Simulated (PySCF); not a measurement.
C7H11O (doublet)

```xyz
19

C    -2.3548   -0.3298   -0.9641
O    -1.2824    0.5775   -0.9074
C    -0.6950    0.6606    0.3610
C     0.4925    1.6484    0.4073
C     1.3751    0.5038    0.8465
C     2.2151   -0.2391   -0.1596
C     1.0072   -1.1821   -0.3723
C     0.2382   -0.5094    0.7791
H    -2.0355   -1.3490   -0.7173
H    -3.1560   -0.0355   -0.2741
H    -2.7286   -0.3039   -1.9858
H    -1.4601    0.8647    1.1244
H     0.3661    2.4459    1.1370
H     0.7415    2.0823   -0.5611
H     3.0704   -0.7520    0.2790
H     2.5510    0.3377   -1.0215
H     0.5240   -1.0269   -1.3347
H     1.2163   -2.2393   -0.2228
H    -0.0949   -1.1447    1.5941
```

Geometry: GFN2-xTB.

Level of theory: UKS B3LYP, pcH-1 on C H O, non-relativistic, mean-field spin-orbit, GIAO (PySCF).

What can the converged electron density, electron localisation function and spin density tell about the bonding?

Answer. C–O (1.40 Å): ρ is about 2.5 e/Å³ halfway; the ELF peaks at about 0.90 between the atoms; a shared but strongly polarised pair.
C–H (1.09 Å): ρ at the midpoint is about 2 e/Å³; the ELF is about 1 at the midpoint: an ordinary covalent bond to hydrogen.
C–C (1.55 Å): ρ at the midpoint is about 1.6 e/Å³; the ELF peaks at about 0.95 between the atoms; a shared electron pair.
The unpaired spin (1 electron) lies mostly on C5 (about 0.7), in electrons by Hirshfeld's partition.

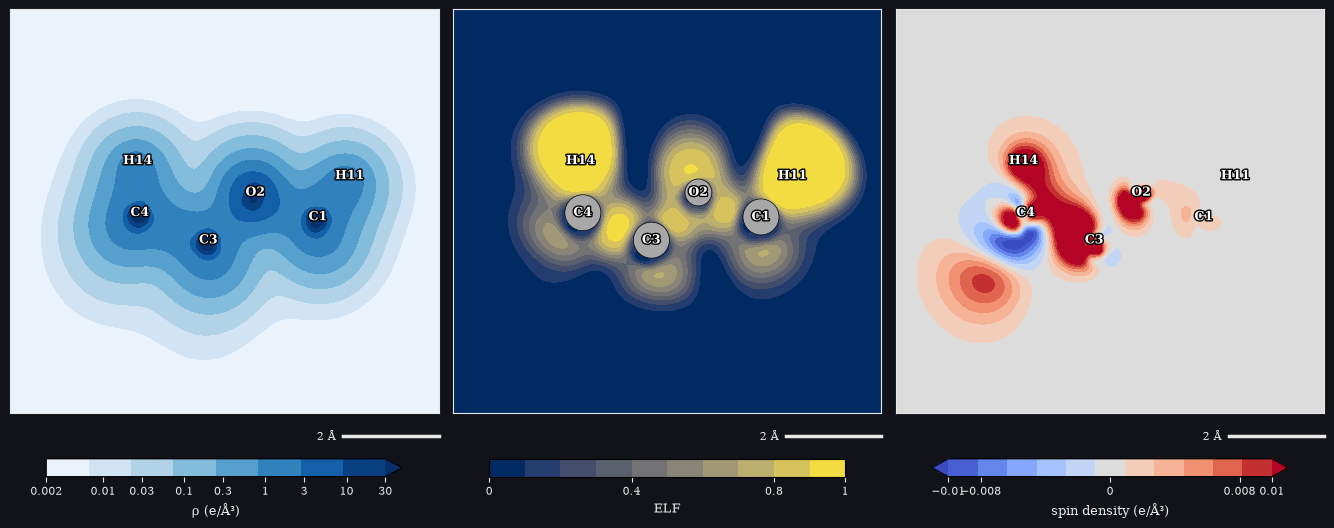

Computed electron density, electron localisation function and spin density on the plane of atoms O2, C3 and C4, in this order. Grey discs cover the atomic cores in the ELF map. 
